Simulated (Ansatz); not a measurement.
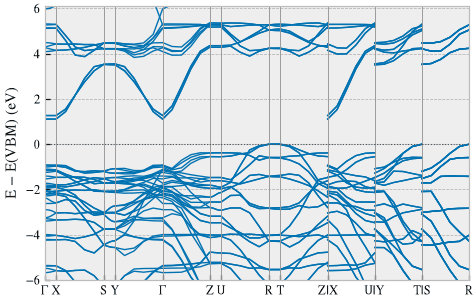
*Band structure from plane-wave PAW PBEsol (Ansatz code)*

Task: Read off the gap and where the band edges lie.

Result: About 1.1 eV (1.10 eV by a search for the band edges); maximum at T, minimum at Γ.

Task: Which compound is it?
(A) CsSnI3, Pnma (Cs on 4c, Sn on 4a, I on 4c, I on 8d)
(B) CrSBr, Pmmn (Cr on 2b, S on 2a, Br on 2a)
(C) WO3, Pnma (W on 4c, O on 4c, O on 4c, O on 4c)
(D) SrSnS3, Pnma (Pearson symbol oP20)

Result: C, WO3, Pnma (W on 4c, O on 4c, O on 4c, O on 4c)

The start of the workflow was typed in or built on a structure type; the Crystallography Open Database files this formula in space group No. 62, but the cells were not matched. Whether it is the stable phase at ambient conditions was not checked. The PBEsol relaxation kept the symmetry of its start; its stability against distortions is not shown here. The workflow began spin-polarised and lost its moments. No Hubbard U is applied. A crystal of weakly bound layers computed without a dispersion correction: the cell and the soft elastic constants depend strongly on that. Scalar-relativistic: spin–orbit coupling is off unless named, which matters more the heavier the elements.

Potentials: the later of the program's two PAW sets.
